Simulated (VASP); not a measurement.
## Geometry relaxation, with input and output: Mg₁₂O (part 3 of 3)

Mg₁₂O (defect cell, 13 atoms in the cell); Kohn-Sham DFT of a periodic cell, PBE, VASP PAW PBE potentials, recommended, no spin polarisation (VASP 6.6.1); cutoff 520 eV, 3×2×3 k-mesh, fermi-dirac of 0.15 eV. It belongs to a series of runs on one base structure; here: start relaxed.

Geometry of the input (Å; fractional positions):
```
6.4200  0.0000  0.0000
-4.8150  8.3398  0.0000
0.0000  0.0000  5.2130
Mg 0.0000  0.0000  0.0000
Mg 0.1667  0.2222  0.5000
Mg 0.0000  0.3333  0.0000
Mg 0.1667  0.5556  0.5000
Mg -0.0000  0.6667  0.0000
Mg 0.1667  0.8889  0.5000
Mg 0.5000  0.0000  0.0000
Mg 0.6667  0.2222  0.5000
Mg 0.5000  0.3333  0.0000
Mg 0.6667  0.5556  0.5000
Mg 0.5000  0.6667  0.0000
Mg 0.6667  0.8889  0.5000
O  0.3263  0.7725  0.7492
```

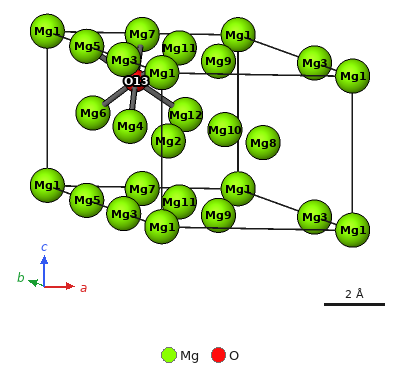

The geometry at step 3 of the log (ball-and-stick view of the cell of the calculation, seen slightly off an axis; bonded neighbours outside the cell are drawn too; atoms are numbered from 1 in the order of the input).

Parts of OUTCAR, continued:
```
  FORCE on cell =-STRESS in cart. coord.  units (eV):
  Direction    XX          YY          ZZ          XY          YZ          ZX
  --------------------------------------------------------------------------------------
  -------------------------------------------------------------------------------------
  Total       -2.6366496     -2.4759479      0.5779437     -0.0161244     -0.0997069     -0.0606845
  in kB      -15.1349144    -14.2124535      3.3175165     -0.0925572     -0.5723383     -0.3483415
  external PRESSURE =      -8.6766171 kB  Pullay stress =       0.0000000 kB

 VOLUME and BASIS-vectors are now :
 -----------------------------------------------------------------------------
  energy-cutoff  :      520.00
  volume of cell :      279.11
      direct lattice vectors                 reciprocal lattice vectors
     6.420000000  0.000000000  0.000000000     0.155763240  0.089929945  0.000000000
    -4.815000000  8.339825000  0.000000000     0.000000000  0.119906593  0.000000000
     0.000000000  0.000000000  5.213040000     0.000000000  0.000000000  0.191826650

 POSITION                                       TOTAL-FORCE (eV/Angst)
 -----------------------------------------------------------------------------------
      0.00520      0.03562      0.01085         0.012950      0.051550      0.063683
      0.01439      1.85694      2.62113         0.019715     -0.008916      0.020009
     -1.59125      2.75701      5.20431         0.016912     -0.040701      0.011343
     -1.60129      4.68271      2.63656         0.005858     -0.007996     -0.038752
     -3.16355      5.58127      5.17926        -0.018293     -0.019734      0.015149
     -3.16363      7.39328      2.63318        -0.013159      0.000850     -0.033899
     -1.61061      8.28564      5.18179        -0.011730     -0.016674      0.027512
      3.19725      1.87194      2.61865        -0.017914      0.031162     -0.006370
      1.59004      2.77662      5.19783        -0.019832      0.003542     -0.020754
      1.59687      4.59527      2.59332        -0.017240     -0.058221     -0.067745
     -0.04742      5.57755      5.18553         0.009593     -0.008075      0.031125
     -0.04799      7.38961      2.64044         0.002827      0.005479     -0.007730
     -1.61775      6.45834      3.90688         0.030316      0.067732      0.006428
 -----------------------------------------------------------------------------------
    total drift:                                0.000233      0.000884      0.000159

  FREE ENERGIE OF THE ION-ELECTRON SYSTEM (eV)
  ---------------------------------------------------
  free  energy   TOTEN  =       -26.9704954731 eV

  energy  without entropy=      -26.5420371196  energy(sigma->0) =      -26.75626630

--------------------------------------- Ionic step        6  -------------------------------------------

 number of electron      30.0000001 magnetization

 Free energy of the ion-electron system (eV)
  ---------------------------------------------------
  ext. energy  EPLUGINS =         0.00000000
  ---------------------------------------------------
  free energy    TOTEN  =       -26.97483792 eV

  energy without entropy =      -26.54942677  energy(sigma->0) =      -26.76213234

 E-fermi :   2.8085     XC(G=0):  -8.5887     alpha+bet : -7.6194

 val. band max:        2.7372219949   @ k =   0.3333   0.0000   0.0000
 cond. band min:       2.8106023485   @ k =   0.3333   0.5000   0.0000
 fundamental gap:      0.0733803537
 Fermi energy:         2.8085394654

 k-point     1 :       0.0000    0.0000    0.0000
  band No.  band energies     occupation
      1     -16.4239      2.00000
      2      -3.8167      2.00000
      3      -3.2232      2.00000
      4      -2.9688      2.00000
      5      -2.6834      2.00000
      6      -1.5694      2.00000
      7      -1.1023      2.00000
      8      -0.1036      2.00000
      9       0.1406      2.00000
     10       0.8079      2.00000
     11       1.3887      1.99985
     12       1.5438      1.99956
     13       1.9595      1.99306
     14       2.7228      1.27833
     15       3.0237      0.38483
     16       3.3305      0.05980
     17       3.4206      0.03324
     18       3.7364      0.00411
     19       3.9667      0.00089
     20       4.5770      0.00002
     21       4.7902      0.00000
     22       4.8945      0.00000

 k-point     2 :       0.3333    0.0000    0.0000
  band No.  band energies     occupation
      1     -16.4236      2.00000
      2      -3.6142      2.00000
      3      -3.2885      2.00000
      4      -2.7390      2.00000
      5      -2.6710      2.00000
      6      -1.9508      2.00000
      7      -1.4656      2.00000
      8      -0.9265      2.00000
      9       0.1199      2.00000
     10       1.7616      1.99814
     11       2.3017      1.93408
     12       2.3293      1.92126
     13       2.4013      1.87582
     14       2.5208      1.74393
     15       2.7372      1.23335
     16       3.0901      0.26552
     17       3.1747      0.16019
     18       3.3875      0.04128
     19       3.5703      0.01239
     20       4.0124      0.00065
     21       4.1403      0.00028
     22       4.7376      0.00001

 k-point     3 :       0.0000    0.5000    0.0000
  band No.  band energies     occupation
      1     -16.4238      2.00000
      2      -3.7982      2.00000
      3      -3.0394      2.00000
      4      -2.9689      2.00000
      5      -2.6814      2.00000
      6      -2.4508      2.00000
      7      -0.1431      2.00000
      8       0.0999      2.00000
      9       0.6906      2.00000
     10       0.9667      1.99999
     11       1.0746      1.99998
     12       1.4331      1.99979
     13       1.8732      1.99609
     14       2.0777      1.98480
     15       2.2051      1.96484
     16       2.8715      0.79331
     17       3.1804      0.15463
     18       3.2130      0.12637
     19       4.7932      0.00000
     20       4.9447      0.00000
     21       5.1460      0.00000
     22       5.2351      0.00000

 k-point     4 :       0.3333    0.5000    0.0000
  band No.  band energies     occupation
      1     -16.4235      2.00000
      2      -3.6285      2.00000
      3      -3.2878      2.00000
      4      -2.7218      2.00000
      5      -2.6716      2.00000
      6      -1.9080      2.00000
      7      -1.7045      2.00000
      8      -0.2300      2.00000
      9       0.2814      2.00000
     10       0.4202      2.00000
     11       1.8649      1.99630
     12       2.3196      1.92602
     13       2.6240      1.54767
     14       2.7093      1.31918
     15       2.8106      0.99312
     16       3.0082      0.41803
     17       3.0944      0.25887
     18       3.7332      0.00420
     19       3.8357      0.00212
     20       4.7318      0.00001
     21       4.7693      0.00000
     22       4.8833      0.00000

 k-point     5 :       0.0000    0.0000    0.3333
  band No.  band energies     occupation
      1     -16.4205      2.00000
      2      -3.5590      2.00000
      3      -3.0465      2.00000
      4      -2.8841      2.00000
      5      -2.7396      2.00000
      6      -1.1594      2.00000
      7      -0.8227      2.00000
      8      -0.7851      2.00000
      9       0.5138      2.00000
     10       0.5918      2.00000
     11       0.8031      2.00000
     12       0.9764      1.99999
     13       1.5626      1.99951
     14       1.7759      1.99795
     15       2.2911      1.93843
     16       2.4137      1.86585
     17       3.3695      0.04643
     18       3.4743      0.02336
     19       3.9876      0.00077
     20       4.1013      0.00036
     21       4.9022      0.00000
     22       5.0485      0.00000

 [... the levels of 4 k-points are left out ...]

 k-point    10 :      -0.3333    0.5000    0.3333
  band No.  band energies     occupation
      1     -16.4202      2.00000
      2      -3.3519      2.00000
      3      -3.1432      2.00000
      4      -3.0647      2.00000
      5      -2.2581      2.00000
      6      -1.4147      2.00000
      7      -1.1112      2.00000
      8      -0.7478      2.00000
      9       0.0819      2.00000
     10       0.3803      2.00000
     11       0.5431      2.00000
     12       0.8257      2.00000
     13       1.2000      1.99996
     14       2.0912      1.98338
     15       2.1364      1.97761
     16       3.0281      0.37578
     17       3.5623      0.01306
     18       3.8291      0.00222
     19       4.0015      0.00070
     20       5.0618      0.00000
     21       5.2148      0.00000
     22       5.9596      0.00000

------------------------ aborting loop because EDIFF is reached ----------------------------------------

  FORCE on cell =-STRESS in cart. coord.  units (eV):
  Direction    XX          YY          ZZ          XY          YZ          ZX
  --------------------------------------------------------------------------------------
  -------------------------------------------------------------------------------------
  Total       -2.6626311     -2.5048474      0.4880700     -0.0440451     -0.0965343     -0.0796498
  in kB      -15.2840541    -14.3783429      2.8016228     -0.2528281     -0.5541267     -0.4572066
  external PRESSURE =      -8.9535914 kB  Pullay stress =       0.0000000 kB

 VOLUME and BASIS-vectors are now :
 -----------------------------------------------------------------------------
  energy-cutoff  :      520.00
  volume of cell :      279.11
      direct lattice vectors                 reciprocal lattice vectors
     6.420000000  0.000000000  0.000000000     0.155763240  0.089929945  0.000000000
    -4.815000000  8.339825000  0.000000000     0.000000000  0.119906593  0.000000000
     0.000000000  0.000000000  5.213040000     0.000000000  0.000000000  0.191826650

 POSITION                                       TOTAL-FORCE (eV/Angst)
 -----------------------------------------------------------------------------------
      0.00837      0.05178      0.02731         0.009422     -0.002838      0.019528
      0.02087      1.85591      2.62531        -0.004985     -0.017031      0.031351
      4.83471      2.74481      5.20767        -0.009262     -0.001821     -0.012157
     -1.59948      4.68320      2.62666        -0.000173      0.002497      0.017129
     -3.16466      5.57845      5.18395        -0.015585     -0.017720     -0.037578
     -3.16259      7.39271      2.62473        -0.024772     -0.005984      0.014640
     -1.61375      8.27692      5.18702        -0.004834      0.016070      0.004848
      3.19151      1.88131      2.61745         0.002702      0.001728      0.003232
      1.58341      2.77721      5.19329         0.005949      0.002764     -0.029767
      1.59203      4.57722      2.57516        -0.004875      0.001979     -0.012582
     -0.04889      5.57678      5.19341         0.016348     -0.004155     -0.017818
     -0.05189      7.38868      2.63917         0.025964      0.014824      0.017521
     -1.60939      6.47685      3.90858         0.004101      0.009687      0.001653
 -----------------------------------------------------------------------------------
    total drift:                                0.000290      0.000708      0.000047

  FREE ENERGIE OF THE ION-ELECTRON SYSTEM (eV)
  ---------------------------------------------------
  free  energy   TOTEN  =       -26.9748379154 eV

  energy  without entropy=      -26.5494267719  energy(sigma->0) =      -26.76213234

 reached required accuracy - stopping structural energy minimisation
```

CONTCAR:
```
Mg12O
   1.00000000000000
     6.4199999999999999    0.0000000000000000    0.0000000000000000
    -4.8150000000000004    8.3398249999999994    0.0000000000000000
     0.0000000000000000    0.0000000000000000    5.2130400000000003
  Mg              O
    12     1
Direct
     0.0059608261411625    0.0062090807141881    0.0052395905764431
     0.1701524935818493    0.2225353499468854    0.5036048183577752
     0.9999102292220300    0.3291207693794740    0.9989698698094909
     0.1720197586563754    0.5615462390382437    0.5038632098271140
     0.0087316176378956    0.6688924048426853    0.9944203788293497
     0.1722109290252441    0.8864342331628782    0.5034925612048395
     0.4929793710600130    0.9924572746489009    0.9950080256655541
     0.6663064558071873    0.2255816265505108    0.5020969844651981
     0.4963921017903054    0.3330056716488781    0.9962121400924957
     0.6596087573011372    0.5488386745956247    0.4939842575188608
     0.4939033881525691    0.6686921466605463    0.9962343297691456
     0.6563806851854641    0.8859513567228563    0.5062631374341768
     0.3317788864387660    0.7766164720883144    0.7497699964495583

  0.00000000E+00  0.00000000E+00  0.00000000E+00
  0.00000000E+00  0.00000000E+00  0.00000000E+00
  0.00000000E+00  0.00000000E+00  0.00000000E+00
  0.00000000E+00  0.00000000E+00  0.00000000E+00
  0.00000000E+00  0.00000000E+00  0.00000000E+00
  0.00000000E+00  0.00000000E+00  0.00000000E+00
  0.00000000E+00  0.00000000E+00  0.00000000E+00
  0.00000000E+00  0.00000000E+00  0.00000000E+00
  0.00000000E+00  0.00000000E+00  0.00000000E+00
  0.00000000E+00  0.00000000E+00  0.00000000E+00
  0.00000000E+00  0.00000000E+00  0.00000000E+00
  0.00000000E+00  0.00000000E+00  0.00000000E+00
  0.00000000E+00  0.00000000E+00  0.00000000E+00
```

Trajectory as extended XYZ (Å, eV, eV/Å), 6 frames, from step=0 to step=5:
```
13
Lattice="6.4200 0.0000 0.0000 -4.8150 8.3398 0.0000 0.0000 0.0000 5.2130" Properties=species:S:1:pos:R:3:forces:R:3 step=0 energy=-26.87949
Mg    0.0000    0.0000    0.0000    0.0271   0.1982   0.0348
Mg    0.0000    1.8533    2.6065    0.0801   0.0262   0.0867
Mg   -1.6050    2.7799    0.0000    0.0771  -0.1236  -0.0648
Mg   -1.6050    4.6332    2.6065    0.0203   0.3239   0.2193
Mg   -3.2100    5.5599    0.0000    0.3076   0.1468  -0.2323
Mg   -3.2100    7.4132    2.6065    0.3023  -0.1295   0.1938
Mg    3.2100    0.0000    0.0000   -0.0299  -0.3366  -0.2169
Mg    3.2100    1.8533    2.6065   -0.0710   0.1017   0.0823
Mg    1.6050    2.7799    0.0000   -0.0836  -0.0231  -0.0899
Mg    1.6050    4.6332    2.6065   -0.0427  -0.2094  -0.0465
Mg    0.0000    5.5599    0.0000   -0.3082   0.1178  -0.1982
Mg    0.0000    7.4132    2.6065   -0.3066  -0.1527   0.2256
O    -1.6247    6.4429    3.9054    0.0274   0.0604   0.0060
13
Lattice="6.4200 0.0000 0.0000 -4.8150 8.3398 0.0000 0.0000 0.0000 5.2130" Properties=species:S:1:pos:R:3:forces:R:3 step=1 energy=-26.92543
Mg    0.0013    0.0096    0.0017    0.0228   0.1584   0.0508
Mg    0.0039    1.8546    2.6107    0.0636   0.0159   0.0648
Mg   -1.6013    2.7740    5.2099    0.0609  -0.1024  -0.0368
Mg   -1.6040    4.6489    2.6171    0.0164   0.2232   0.1352
Mg   -3.1952    5.5670    5.2018    0.2087   0.0969  -0.1520
Mg   -3.1954    7.4069    2.6159    0.2079  -0.0909   0.1207
Mg   -1.6064    8.3236    5.2026   -0.0251  -0.2455  -0.1414
Mg    3.2066    1.8582    2.6105   -0.0566   0.0830   0.0518
Mg    1.6010    2.7788    5.2087   -0.0662  -0.0148  -0.0675
Mg    1.6029    4.6231    2.6043   -0.0360  -0.1692  -0.0613
Mg   -0.0149    5.5656    5.2035   -0.2127   0.0808  -0.1245
Mg   -0.0148    7.4058    2.6174   -0.2162  -0.1071   0.1531
O    -1.6234    6.4458    3.9057    0.0325   0.0718   0.0072
13
Lattice="6.4200 0.0000 0.0000 -4.8150 8.3398 0.0000 0.0000 0.0000 5.2130" Properties=species:S:1:pos:R:3:forces:R:3 step=2 energy=-26.96680
Mg    0.0044    0.0319    0.0056    0.0135   0.0618   0.0808
Mg    0.0129    1.8575    2.6205    0.0248  -0.0082   0.0121
Mg   -1.5926    2.7600    5.2026    0.0224  -0.0494   0.0240
Mg   -1.6017    4.6854    2.6418    0.0072  -0.0344  -0.0761
Mg   -3.1604    5.5835    5.1756   -0.0406  -0.0315   0.0506
Mg   -3.1613    7.3923    2.6378   -0.0287   0.0121  -0.0660
Mg   -1.6098    8.2856    5.1781   -0.0130  -0.0065   0.0519
Mg    3.1986    1.8697    2.6198   -0.0219   0.0373  -0.0147
Mg    1.5915    2.7762    5.1986   -0.0252   0.0056  -0.0136
Mg    1.5981    4.5995    2.5990   -0.0204  -0.0702  -0.0883
Mg   -0.0497    5.5789    5.1811    0.0272  -0.0177   0.0635
Mg   -0.0494    7.3886    2.6429    0.0147   0.0128  -0.0323
O    -1.6203    6.4526    3.9064    0.0399   0.0883   0.0080
13
Lattice="6.4200 0.0000 0.0000 -4.8150 8.3398 0.0000 0.0000 0.0000 5.2130" Properties=species:S:1:pos:R:3:forces:R:3 step=3 energy=-26.96709
Mg    0.0041    0.0302    0.0053    0.0142   0.0696   0.0788
Mg    0.0122    1.8573    2.6197    0.0279  -0.0063   0.0164
Mg   -1.5933    2.7611    5.2032    0.0255  -0.0538   0.0195
Mg   -1.6019    4.6825    2.6399    0.0079  -0.0129  -0.0587
Mg   -3.1632    5.5822    5.1777   -0.0200  -0.0207   0.0339
Mg   -3.1640    7.3935    2.6360   -0.0092   0.0033  -0.0504
Mg   -1.6095    8.2886    5.1800   -0.0140  -0.0267   0.0358
Mg    3.1992    1.8688    2.6190   -0.0247   0.0410  -0.0097
Mg    1.5923    2.7764    5.1994   -0.0284   0.0040  -0.0179
Mg    1.5985    4.6014    2.5994   -0.0216  -0.0783  -0.0865
Mg   -0.0469    5.5778    5.1829    0.0073  -0.0093   0.0479
Mg   -0.0467    7.3899    2.6409   -0.0046   0.0027  -0.0169
O    -1.6206    6.4521    3.9063    0.0396   0.0876   0.0080
13
Lattice="6.4200 0.0000 0.0000 -4.8150 8.3398 0.0000 0.0000 0.0000 5.2130" Properties=species:S:1:pos:R:3:forces:R:3 step=4 energy=-26.97050
Mg    0.0052    0.0356    0.0109    0.0129   0.0516   0.0637
Mg    0.0144    1.8569    2.6211    0.0197  -0.0089   0.0200
Mg   -1.5913    2.7570    5.2043    0.0169  -0.0407   0.0113
Mg   -1.6013    4.6827    2.6366    0.0059  -0.0080  -0.0388
Mg   -3.1635    5.5813    5.1793   -0.0183  -0.0197   0.0151
Mg   -3.1636    7.3933    2.6332   -0.0132   0.0009  -0.0339
Mg   -1.6106    8.2856    5.1818   -0.0117  -0.0167   0.0275
Mg    3.1973    1.8719    2.6186   -0.0179   0.0312  -0.0064
Mg    1.5900    2.7766    5.1978   -0.0198   0.0035  -0.0208
Mg    1.5969    4.5953    2.5933   -0.0172  -0.0582  -0.0677
Mg   -0.0474    5.5776    5.1855    0.0096  -0.0081   0.0311
Mg   -0.0480    7.3896    2.6404    0.0028   0.0055  -0.0077
O    -1.6178    6.4583    3.9069    0.0303   0.0677   0.0064
13
Lattice="6.4200 0.0000 0.0000 -4.8150 8.3398 0.0000 0.0000 0.0000 5.2130" Properties=species:S:1:pos:R:3:forces:R:3 step=5 energy=-26.97484
Mg    0.0084    0.0518    0.0273    0.0094  -0.0028   0.0195
Mg    0.0209    1.8559    2.6253   -0.0050  -0.0170   0.0314
Mg    4.8347    2.7448    5.2077   -0.0093  -0.0018  -0.0122
Mg   -1.5995    4.6832    2.6267   -0.0002   0.0025   0.0171
Mg   -3.1647    5.5784    5.1840   -0.0156  -0.0177  -0.0376
Mg   -3.1626    7.3927    2.6247   -0.0248  -0.0060   0.0146
Mg   -1.6138    8.2769    5.1870   -0.0048   0.0161   0.0048
Mg    3.1915    1.8813    2.6175    0.0027   0.0017   0.0032
Mg    1.5834    2.7772    5.1933    0.0059   0.0028  -0.0298
Mg    1.5920    4.5772    2.5752   -0.0049   0.0020  -0.0126
Mg   -0.0489    5.5768    5.1934    0.0163  -0.0042  -0.0178
Mg   -0.0519    7.3887    2.6392    0.0260   0.0148   0.0175
O    -1.6094    6.4768    3.9086    0.0041   0.0097   0.0017
```

Summary:

- outcome: converged
- electrons treated: 30
- free energy: −26.9748 eV
- Fermi energy: 2.809 eV
- gap on the k-point mesh: none (metallic)
- pressure: −0.90 GPa
- final volume: 279.11 Å³
- largest force (length of the vector) at the end: 0.044 eV/Å
- hardware: 1 thread of Intel Xeon (Granite Rapids), 64 GiB of memory available, shared host
- wall time: 2.9 min
- peak memory: 0.4 GiB
